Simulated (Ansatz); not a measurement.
# Run report: AlH₃ClF, molecular dynamics (part 1 of 4)

AlH₃ClF, computed with RKS B3LYP/def2-SVP (Ansatz 0.2.0).

It belongs to a series of runs on one base structure; here: dynamics from the highest image of the converged band. Figures and captions count atoms from 1; the log counts them from 0 in places.

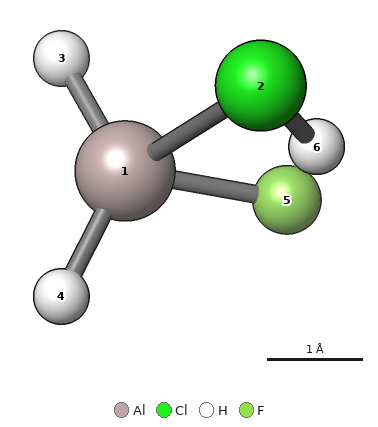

**Figure 1.** The structure as given in the input (ball-and-stick view, seen at a tilt; atoms are numbered from 1 in the order of the input). Sticks mark near contacts.

Results in brief

| quantity | value |
| --- | --- |
| outcome | finished |
| mean temperature over the second half | 185 K |
| trajectory | 200 steps, 100 fs |
| ensemble | nve |
| temperature in the input | 100.0 K |
| time step | 0.5 fs |
| potential energy (last step) | −21879.9917 eV |
| mean-field energy (last step) | −21879.9917 eV |
| largest force (length of the vector) (last step) | 1.773 eV/Å |
| hardware | 1 thread of Arm Neoverse N1, 24 GiB of memory available, shared host |
| wall time | 10 min |
| peak memory | 0.11 GiB |

So short a trajectory is not equilibrated.

The input
```yaml
crystal:
  periodic: [false, false, false]
  atoms:
    - { symbol: Al, position_ang: [0.014314, -0.257184, -0.050986] }
    - { symbol: Cl, position_ang: [0.016763, 0.005282, 2.344762] }
    - { symbol: H, position_ang: [1.414281, 0.173294, -0.62024] }
    - { symbol: H, position_ang: [-1.41154, 0.09646, -0.608721] }
    - { symbol: F, position_ang: [0.061716, -1.951449, 0.621342] }
    - { symbol: H, position_ang: [0.049767, -1.362603, 1.724641] }
basis:
  gaussian: { orbitals: def2-SVP }
hamiltonian:
  xc: b3lyp
md:
  timestep: 0.5
  n_steps: 200
  ensemble: nve
  temperature: 100.0
  initial_velocities: maxwell_boltzmann
  seed: 5122
```

Launch command:
```bash
ansatz run input.yaml --threads 1 --pin off --max-ram 2048MiB --backend cpu --events-out ev --progress --plain --runs-dir out
```

The program's output
```
Engine: ansatz 0.2.0, aarch64-unknown-linux-gnu
Functional definition: B3LYP
  parameter a0 = 0.2
  parameter ax = 0.72
  parameter ac = 0.81
  exchange = (1 - a0 - ax)*slater_x + ax*b88_x + a0*exact_x
  correlation = (1 - ac)*vwn_rpa_c + ac*lyp_c
648 factors; integrals over basis functions are off by at most 3.2e-4 eV
mean field evaluation 1: about -21878.4753 eV, gradient 2.9e1 eV
mean field evaluation 2: about -21876.7555 eV, gradient 4.7e1 eV
mean field evaluation 4: about -21879.9750 eV, gradient 1.1e0 eV
mean field evaluation 8: about -21879.9819 eV, gradient 4.2e-3 eV
mean field -21879.98194168 eV, -804.0745055722 hartree, gradient 2.6e-5 eV, S^2 0.000000; 0 other end points of the search recorded, 0 dependent functions left out
the calculation of the forces begins
reference -21879.98216804 eV, -804.0745138909 hartree; 21, 21 occupied and 44, 44 virtual orbitals, 648 factors
md step     0: t =     0.00 fs  T =   100.0 K  F+E_penalty+E_count = -21879.98194168 eV  E_kin = 0.051704 eV  conserved = -21879.93023768 eV  (23 SCF iters)
these checks for a lower state are left out or cut short: starts, cluster_reference, orbital_swaps, neighbouring_geometries, increment
648 factors; integrals over basis functions are off by at most 3.2e-4 eV
mean field evaluation 16: about -21879.9816 eV, gradient 6.0e-4 eV
mean field -21879.98157613 eV, -804.0744921385 hartree, gradient 2.1e-5 eV, S^2 0.000000; 0 other end points of the search recorded, 0 dependent functions left out
the calculation of the forces begins
reference -21879.98180252 eV, -804.0745004584 hartree; 21, 21 occupied and 44, 44 virtual orbitals, 648 factors
md step     1: t =     0.50 fs  T =    99.3 K  F+E_penalty+E_count = -21879.98157613 eV  E_kin = 0.051340 eV  conserved = -21879.93023586 eV  (23 SCF iters)
[... from here on the SCF iterations and repeated set-up lines of each step are left out, up to the last step ...]
md step     2: t =     1.00 fs  T =    97.3 K  F+E_penalty+E_count = -21879.98052616 eV  E_kin = 0.050296 eV  conserved = -21879.93023057 eV  (23 SCF iters)
md step     3: t =     1.50 fs  T =    94.1 K  F+E_penalty+E_count = -21879.97887610 eV  E_kin = 0.048654 eV  conserved = -21879.93022228 eV  (23 SCF iters)
md step     4: t =     2.00 fs  T =    90.0 K  F+E_penalty+E_count = -21879.97675675 eV  E_kin = 0.046545 eV  conserved = -21879.93021214 eV  (23 SCF iters)
md step     5: t =     2.50 fs  T =    85.3 K  F+E_penalty+E_count = -21879.97432948 eV  E_kin = 0.044128 eV  conserved = -21879.93020120 eV  (23 SCF iters)
md step     6: t =     3.00 fs  T =    80.4 K  F+E_penalty+E_count = -21879.97176891 eV  E_kin = 0.041578 eV  conserved = -21879.93019082 eV  (22 SCF iters)
md step     7: t =     3.50 fs  T =    75.5 K  F+E_penalty+E_count = -21879.96924367 eV  E_kin = 0.039062 eV  conserved = -21879.93018150 eV  (22 SCF iters)
md step     8: t =     4.00 fs  T =    71.0 K  F+E_penalty+E_count = -21879.96690176 eV  E_kin = 0.036727 eV  conserved = -21879.93017440 eV  (23 SCF iters)
md step     9: t =     4.50 fs  T =    67.1 K  F+E_penalty+E_count = -21879.96485697 eV  E_kin = 0.034687 eV  conserved = -21879.93016986 eV  (23 SCF iters)
md step    10: t =     5.00 fs  T =    63.9 K  F+E_penalty+E_count = -21879.96318244 eV  E_kin = 0.033014 eV  conserved = -21879.93016797 eV  (23 SCF iters)
md step    11: t =     5.50 fs  T =    61.4 K  F+E_penalty+E_count = -21879.96190918 eV  E_kin = 0.031741 eV  conserved = -21879.93016824 eV  (23 SCF iters)
md step    12: t =     6.00 fs  T =    59.7 K  F+E_penalty+E_count = -21879.96103123 eV  E_kin = 0.030861 eV  conserved = -21879.93017054 eV  (23 SCF iters)
md step    13: t =     6.50 fs  T =    58.7 K  F+E_penalty+E_count = -21879.96051336 eV  E_kin = 0.030339 eV  conserved = -21879.93017390 eV  (23 SCF iters)
md step    14: t =     7.00 fs  T =    58.3 K  F+E_penalty+E_count = -21879.96030383 eV  E_kin = 0.030126 eV  conserved = -21879.93017750 eV  (23 SCF iters)
md step    15: t =     7.50 fs  T =    58.3 K  F+E_penalty+E_count = -21879.96034746 eV  E_kin = 0.030167 eV  conserved = -21879.93018067 eV  (22 SCF iters)
md step    16: t =     8.00 fs  T =    58.8 K  F+E_penalty+E_count = -21879.96059762 eV  E_kin = 0.030415 eV  conserved = -21879.93018248 eV  (23 SCF iters)
md step    17: t =     8.50 fs  T =    59.7 K  F+E_penalty+E_count = -21879.96102731 eV  E_kin = 0.030844 eV  conserved = -21879.93018294 eV  (23 SCF iters)
md step    18: t =     9.00 fs  T =    60.8 K  F+E_penalty+E_count = -21879.96163400 eV  E_kin = 0.031452 eV  conserved = -21879.93018187 eV  (24 SCF iters)
md step    19: t =     9.50 fs  T =    62.4 K  F+E_penalty+E_count = -21879.96244130 eV  E_kin = 0.032262 eV  conserved = -21879.93017951 eV  (24 SCF iters)
md step    20: t =    10.00 fs  T =    64.4 K  F+E_penalty+E_count = -21879.96349428 eV  E_kin = 0.033318 eV  conserved = -21879.93017624 eV  (24 SCF iters)
md step    21: t =    10.50 fs  T =    67.1 K  F+E_penalty+E_count = -21879.96485121 eV  E_kin = 0.034678 eV  conserved = -21879.93017370 eV  (28 SCF iters)
md step    22: t =    11.00 fs  T =    70.4 K  F+E_penalty+E_count = -21879.96656803 eV  E_kin = 0.036395 eV  conserved = -21879.93017268 eV  (28 SCF iters)
md step    23: t =    11.50 fs  T =    74.5 K  F+E_penalty+E_count = -21879.96868357 eV  E_kin = 0.038510 eV  conserved = -21879.93017375 eV  (28 SCF iters)
md step    24: t =    12.00 fs  T =    79.4 K  F+E_penalty+E_count = -21879.97120561 eV  E_kin = 0.041028 eV  conserved = -21879.93017784 eV  (28 SCF iters)
md step    25: t =    12.50 fs  T =    84.9 K  F+E_penalty+E_count = -21879.97409976 eV  E_kin = 0.043915 eV  conserved = -21879.93018509 eV  (27 SCF iters)
md step    26: t =    13.00 fs  T =    91.1 K  F+E_penalty+E_count = -21879.97728714 eV  E_kin = 0.047092 eV  conserved = -21879.93019499 eV  (27 SCF iters)
md step    27: t =    13.50 fs  T =    97.6 K  F+E_penalty+E_count = -21879.98065253 eV  E_kin = 0.050446 eV  conserved = -21879.93020606 eV  (27 SCF iters)
md step    28: t =    14.00 fs  T =   104.1 K  F+E_penalty+E_count = -21879.98406488 eV  E_kin = 0.053848 eV  conserved = -21879.93021644 eV  (27 SCF iters)
md step    29: t =    14.50 fs  T =   110.6 K  F+E_penalty+E_count = -21879.98740680 eV  E_kin = 0.057183 eV  conserved = -21879.93022348 eV  (27 SCF iters)
md step    30: t =    15.00 fs  T =   116.8 K  F+E_penalty+E_count = -21879.99061049 eV  E_kin = 0.060385 eV  conserved = -21879.93022541 eV  (27 SCF iters)
md step    31: t =    15.50 fs  T =   122.7 K  F+E_penalty+E_count = -21879.99368580 eV  E_kin = 0.063465 eV  conserved = -21879.93022080 eV  (27 SCF iters)
md step    32: t =    16.00 fs  T =   128.7 K  F+E_penalty+E_count = -21879.99673404 eV  E_kin = 0.066523 eV  conserved = -21879.93021093 eV  (28 SCF iters)
md step    33: t =    16.50 fs  T =   134.9 K  F+E_penalty+E_count = -21879.99992989 eV  E_kin = 0.069731 eV  conserved = -21879.93019871 eV  (28 SCF iters)
md step    34: t =    17.00 fs  T =   141.7 K  F+E_penalty+E_count = -21880.00347302 eV  E_kin = 0.073284 eV  conserved = -21879.93018894 eV  (28 SCF iters)
md step    35: t =    17.50 fs  T =   149.6 K  F+E_penalty+E_count = -21880.00751518 eV  E_kin = 0.077328 eV  conserved = -21879.93018671 eV  (28 SCF iters)
md step    36: t =    18.00 fs  T =   158.4 K  F+E_penalty+E_count = -21880.01208577 eV  E_kin = 0.081890 eV  conserved = -21879.93019531 eV  (22 SCF iters)
md step    37: t =    18.50 fs  T =   167.9 K  F+E_penalty+E_count = -21880.01704531 eV  E_kin = 0.086831 eV  conserved = -21879.93021467 eV  (23 SCF iters)
md step    38: t =    19.00 fs  T =   177.6 K  F+E_penalty+E_count = -21880.02208966 eV  E_kin = 0.091848 eV  conserved = -21879.93024129 eV  (23 SCF iters)
md step    39: t =    19.50 fs  T =   186.7 K  F+E_penalty+E_count = -21880.02680820 eV  E_kin = 0.096540 eV  conserved = -21879.93026853 eV  (23 SCF iters)
md step    40: t =    20.00 fs  T =   194.4 K  F+E_penalty+E_count = -21880.03078162 eV  E_kin = 0.100492 eV  conserved = -21879.93028980 eV  (28 SCF iters)
md step    41: t =    20.50 fs  T =   200.0 K  F+E_penalty+E_count = -21880.03368470 eV  E_kin = 0.103385 eV  conserved = -21879.93030002 eV  (28 SCF iters)
md step    42: t =    21.00 fs  T =   203.2 K  F+E_penalty+E_count = -21880.03536536 eV  E_kin = 0.105068 eV  conserved = -21879.93029688 eV  (28 SCF iters)
md step    43: t =    21.50 fs  T =   204.2 K  F+E_penalty+E_count = -21880.03588089 eV  E_kin = 0.105600 eV  conserved = -21879.93028105 eV  (23 SCF iters)
md step    44: t =    22.00 fs  T =   203.5 K  F+E_penalty+E_count = -21880.03548809 eV  E_kin = 0.105233 eV  conserved = -21879.93025548 eV  (23 SCF iters)
md step    45: t =    22.50 fs  T =   201.9 K  F+E_penalty+E_count = -21880.03459669 eV  E_kin = 0.104372 eV  conserved = -21879.93022436 eV  (23 SCF iters)
md step    46: t =    23.00 fs  T =   200.2 K  F+E_penalty+E_count = -21880.03370082 eV  E_kin = 0.103508 eV  conserved = -21879.93019293 eV  (23 SCF iters)
md step    47: t =    23.50 fs  T =   199.5 K  F+E_penalty+E_count = -21880.03329969 eV  E_kin = 0.103134 eV  conserved = -21879.93016606 eV  (23 SCF iters)
md step    48: t =    24.00 fs  T =   200.5 K  F+E_penalty+E_count = -21880.03381964 eV  E_kin = 0.103671 eV  conserved = -21879.93014843 eV  (23 SCF iters)
md step    49: t =    24.50 fs  T =   203.8 K  F+E_penalty+E_count = -21880.03554123 eV  E_kin = 0.105398 eV  conserved = -21879.93014359 eV  (23 SCF iters)
md step    50: t =    25.00 fs  T =   209.6 K  F+E_penalty+E_count = -21880.03853875 eV  E_kin = 0.108384 eV  conserved = -21879.93015480 eV  (22 SCF iters)
md step    51: t =    25.50 fs  T =   217.5 K  F+E_penalty+E_count = -21880.04263536 eV  E_kin = 0.112452 eV  conserved = -21879.93018340 eV  (23 SCF iters)
md step    52: t =    26.00 fs  T =   226.6 K  F+E_penalty+E_count = -21880.04738840 eV  E_kin = 0.117161 eV  conserved = -21879.93022786 eV  (28 SCF iters)
md step    53: t =    26.50 fs  T =   235.6 K  F+E_penalty+E_count = -21880.05212243 eV  E_kin = 0.121840 eV  conserved = -21879.93028230 eV  (28 SCF iters)
md step    54: t =    27.00 fs  T =   243.1 K  F+E_penalty+E_count = -21880.05603213 eV  E_kin = 0.125697 eV  conserved = -21879.93033485 eV  (28 SCF iters)
md step    55: t =    27.50 fs  T =   247.6 K  F+E_penalty+E_count = -21880.05837257 eV  E_kin = 0.128004 eV  conserved = -21879.93036887 eV  (28 SCF iters)
md step    56: t =    28.00 fs  T =   248.3 K  F+E_penalty+E_count = -21880.05872090 eV  E_kin = 0.128355 eV  conserved = -21879.93036551 eV  (28 SCF iters)
md step    57: t =    28.50 fs  T =   245.5 K  F+E_penalty+E_count = -21880.05724776 eV  E_kin = 0.126934 eV  conserved = -21879.93031418 eV  (24 SCF iters)
md step    58: t =    29.00 fs  T =   241.1 K  F+E_penalty+E_count = -21880.05485924 eV  E_kin = 0.124637 eV  conserved = -21879.93022180 eV  (28 SCF iters)
md step    59: t =    29.50 fs  T =   237.8 K  F+E_penalty+E_count = -21880.05306157 eV  E_kin = 0.122943 eV  conserved = -21879.93011880 eV  (22 SCF iters)
md step    60: t =    30.00 fs  T =   238.7 K  F+E_penalty+E_count = -21880.05348171 eV  E_kin = 0.123432 eV  conserved = -21879.93004976 eV  (22 SCF iters)
md step    61: t =    30.50 fs  T =   245.9 K  F+E_penalty+E_count = -21880.05719066 eV  E_kin = 0.127140 eV  conserved = -21879.93005058 eV  (22 SCF iters)
md step    62: t =    31.00 fs  T =   259.3 K  F+E_penalty+E_count = -21880.06416941 eV  E_kin = 0.134044 eV  conserved = -21879.93012585 eV  (22 SCF iters)
md step    63: t =    31.50 fs  T =   276.6 K  F+E_penalty+E_count = -21880.07324547 eV  E_kin = 0.143001 eV  conserved = -21879.93024483 eV  (23 SCF iters)
md step    64: t =    32.00 fs  T =   294.4 K  F+E_penalty+E_count = -21880.08255742 eV  E_kin = 0.152198 eV  conserved = -21879.93035959 eV  (22 SCF iters)
md step    65: t =    32.50 fs  T =   309.2 K  F+E_penalty+E_count = -21880.09028302 eV  E_kin = 0.159852 eV  conserved = -21879.93043078 eV  (28 SCF iters)
md step    66: t =    33.00 fs  T =   318.8 K  F+E_penalty+E_count = -21880.09525274 eV  E_kin = 0.164810 eV  conserved = -21879.93044246 eV  (28 SCF iters)
md step    67: t =    33.50 fs  T =   322.6 K  F+E_penalty+E_count = -21880.09721625 eV  E_kin = 0.166815 eV  conserved = -21879.93040152 eV  (29 SCF iters)
md step    68: t =    34.00 fs  T =   321.9 K  F+E_penalty+E_count = -21880.09675773 eV  E_kin = 0.166430 eV  conserved = -21879.93032777 eV  (28 SCF iters)
md step    69: t =    34.50 fs  T =   318.7 K  F+E_penalty+E_count = -21880.09499959 eV  E_kin = 0.164756 eV  conserved = -21879.93024380 eV  (22 SCF iters)
md step    70: t =    35.00 fs  T =   315.4 K  F+E_penalty+E_count = -21880.09324909 eV  E_kin = 0.163080 eV  conserved = -21879.93016885 eV  (23 SCF iters)
md step    71: t =    35.50 fs  T =   314.4 K  F+E_penalty+E_count = -21880.09268733 eV  E_kin = 0.162570 eV  conserved = -21879.93011709 eV  (23 SCF iters)
md step    72: t =    36.00 fs  T =   317.3 K  F+E_penalty+E_count = -21880.09413703 eV  E_kin = 0.164040 eV  conserved = -21879.93009702 eV  (22 SCF iters)
md step    73: t =    36.50 fs  T =   324.5 K  F+E_penalty+E_count = -21880.09791520 eV  E_kin = 0.167802 eV  conserved = -21879.93011327 eV  (23 SCF iters)
md step    74: t =    37.00 fs  T =   335.8 K  F+E_penalty+E_count = -21880.10376208 eV  E_kin = 0.173597 eV  conserved = -21879.93016541 eV  (22 SCF iters)
md step    75: t =    37.50 fs  T =   349.3 K  F+E_penalty+E_count = -21880.11085607 eV  E_kin = 0.180610 eV  conserved = -21879.93024644 eV  (29 SCF iters)
md step    76: t =    38.00 fs  T =   362.8 K  F+E_penalty+E_count = -21880.11793732 eV  E_kin = 0.187596 eV  conserved = -21879.93034105 eV  (28 SCF iters)
md step    77: t =    38.50 fs  T =   373.6 K  F+E_penalty+E_count = -21880.12356752 eV  E_kin = 0.193144 eV  conserved = -21879.93042366 eV  (23 SCF iters)
md step    78: t =    39.00 fs  T =   379.2 K  F+E_penalty+E_count = -21880.12653448 eV  E_kin = 0.196071 eV  conserved = -21879.93046301 eV  (28 SCF iters)
md step    79: t =    39.50 fs  T =   378.9 K  F+E_penalty+E_count = -21880.12633044 eV  E_kin = 0.195897 eV  conserved = -21879.93043369 eV  (28 SCF iters)
md step    80: t =    40.00 fs  T =   373.6 K  F+E_penalty+E_count = -21880.12352094 eV  E_kin = 0.193188 eV  conserved = -21879.93033328 eV  (28 SCF iters)
md step    81: t =    40.50 fs  T =   366.6 K  F+E_penalty+E_count = -21880.11974028 eV  E_kin = 0.189543 eV  conserved = -21879.93019688 eV  (28 SCF iters)
md step    82: t =    41.00 fs  T =   361.7 K  F+E_penalty+E_count = -21880.11712642 eV  E_kin = 0.187037 eV  conserved = -21879.93008972 eV  (22 SCF iters)
md step    83: t =    41.50 fs  T =   362.2 K  F+E_penalty+E_count = -21880.11733084 eV  E_kin = 0.187259 eV  conserved = -21879.93007146 eV  (23 SCF iters)
md step    84: t =    42.00 fs  T =   368.4 K  F+E_penalty+E_count = -21880.12062717 eV  E_kin = 0.190471 eV  conserved = -21879.93015661 eV  (22 SCF iters)
md step    85: t =    42.50 fs  T =   377.9 K  F+E_penalty+E_count = -21880.12570395 eV  E_kin = 0.195402 eV  conserved = -21879.93030223 eV  (23 SCF iters)
md step    86: t =    43.00 fs  T =   386.6 K  F+E_penalty+E_count = -21880.13030857 eV  E_kin = 0.199871 eV  conserved = -21879.93043710 eV  (28 SCF iters)
md step    87: t =    43.50 fs  T =   390.3 K  F+E_penalty+E_count = -21880.13232419 eV  E_kin = 0.201819 eV  conserved = -21879.93050482 eV  (28 SCF iters)
md step    88: t =    44.00 fs  T =   387.1 K  F+E_penalty+E_count = -21880.13064704 eV  E_kin = 0.200160 eV  conserved = -21879.93048731 eV  (28 SCF iters)
md step    89: t =    44.50 fs  T =   377.3 K  F+E_penalty+E_count = -21880.12549156 eV  E_kin = 0.195090 eV  conserved = -21879.93040205 eV  (28 SCF iters)
md step    90: t =    45.00 fs  T =   363.3 K  F+E_penalty+E_count = -21880.11815041 eV  E_kin = 0.187866 eV  conserved = -21879.93028395 eV  (28 SCF iters)
md step    91: t =    45.50 fs  T =   348.7 K  F+E_penalty+E_count = -21880.11046367 eV  E_kin = 0.180295 eV  conserved = -21879.93016855 eV  (22 SCF iters)
md step    92: t =    46.00 fs  T =   336.8 K  F+E_penalty+E_count = -21880.10424899 eV  E_kin = 0.174164 eV  conserved = -21879.93008485 eV  (22 SCF iters)
md step    93: t =    46.50 fs  T =   330.3 K  F+E_penalty+E_count = -21880.10083131 eV  E_kin = 0.170779 eV  conserved = -21879.93005223 eV  (23 SCF iters)
md step    94: t =    47.00 fs  T =   330.0 K  F+E_penalty+E_count = -21880.10072386 eV  E_kin = 0.170643 eV  conserved = -21879.93008067 eV  (22 SCF iters)
md step    95: t =    47.50 fs  T =   335.2 K  F+E_penalty+E_count = -21880.10347047 eV  E_kin = 0.173301 eV  conserved = -21879.93016937 eV  (22 SCF iters)
md step    96: t =    48.00 fs  T =   343.1 K  F+E_penalty+E_count = -21880.10767390 eV  E_kin = 0.177371 eV  conserved = -21879.93030316 eV  (23 SCF iters)
md step    97: t =    48.50 fs  T =   349.7 K  F+E_penalty+E_count = -21880.11126264 eV  E_kin = 0.180815 eV  conserved = -21879.93044782 eV  (27 SCF iters)
md step    98: t =    49.00 fs  T =   351.0 K  F+E_penalty+E_count = -21880.11205206 eV  E_kin = 0.181501 eV  conserved = -21879.93055145 eV  (26 SCF iters)
md step    99: t =    49.50 fs  T =   344.3 K  F+E_penalty+E_count = -21880.10856409 eV  E_kin = 0.178007 eV  conserved = -21879.93055752 eV  (26 SCF iters)
md step   100: t =    50.00 fs  T =   329.6 K  F+E_penalty+E_count = -21880.10086730 eV  E_kin = 0.170429 eV  conserved = -21879.93043825 eV  (27 SCF iters)
md step   101: t =    50.50 fs  T =   310.8 K  F+E_penalty+E_count = -21880.09093736 eV  E_kin = 0.160707 eV  conserved = -21879.93023079 eV  (27 SCF iters)
md step   102: t =    51.00 fs  T =   294.0 K  F+E_penalty+E_count = -21880.08202546 eV  E_kin = 0.151985 eV  conserved = -21879.93004089 eV  (27 SCF iters)
md step   103: t =    51.50 fs  T =   284.4 K  F+E_penalty+E_count = -21880.07704003 eV  E_kin = 0.147055 eV  conserved = -21879.92998472 eV  (22 SCF iters)
```
